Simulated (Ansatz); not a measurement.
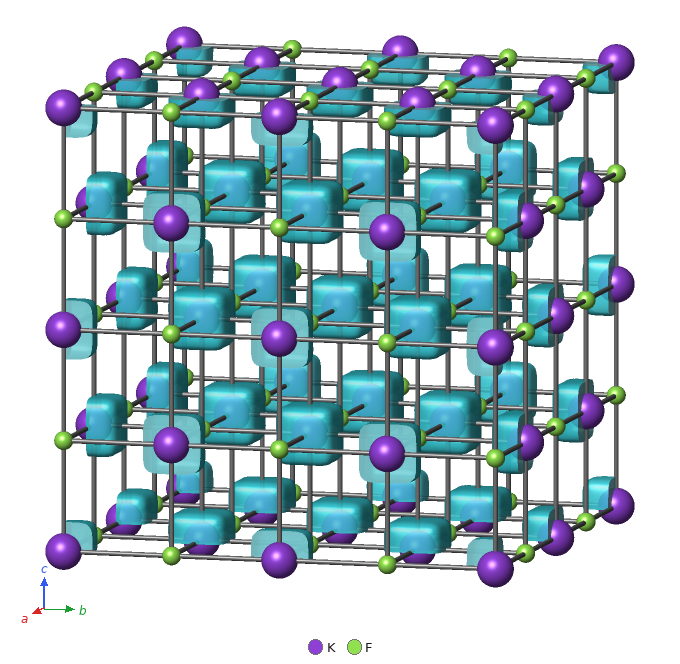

Bond-valence mismatch map for K+ in KF (Fm-3m): the teal surface encloses the points where |V − 1| < 0.6 v.u. (2×2×2 cells, view slightly off an axis). Pale faces close the region where the drawn box cuts it.

At each point the valence sum V of a K+ ion is computed from the anions within 5 Å (s = exp((R0 − d)/b), R0 fitted to published crystal structures with b = 0.37 Å; R0: K+–F 1.971 Å). The other K+ ions are ignored. This is an empirical screen for pathways, not an energy calculation.

The cell is taken from the geometry relaxed with Ansatz 0.2.0, DFT r2SCAN, scalar-relativistic, plane waves, PAW.

```cif
data_structure
_symmetry_space_group_name_H-M 'Fm-3m'
_symmetry_Int_Tables_number 225
_cell_length_a 5.3176
_cell_length_b 5.3176
_cell_length_c 5.3176
_cell_angle_alpha 90.000
_cell_angle_beta 90.000
_cell_angle_gamma 90.000
_cell_volume 150.36
loop_
_atom_site_label
_atom_site_type_symbol
_atom_site_symmetry_multiplicity
_atom_site_Wyckoff_symbol
_atom_site_fract_x
_atom_site_fract_y
_atom_site_fract_z
_atom_site_occupancy
K1 K 4 a 0.00000 0.00000 0.00000 1
F1 F 4 b 0.50000 0.00000 0.00000 1
```

What pathways for K+ does the map suggest at this level (counting the regions that come within 0.6 Å of a K site)?

Answer. No path at this level: the regions are isolated pockets that do not connect across cells.

At which mismatch do paths open?

Answer. No path opens below 0.7 v.u. These are grid estimates, good to about 0.1 v.u.

What is the valence sum at the K sites themselves?

Answer. 0.94 v.u., against the formal 1.
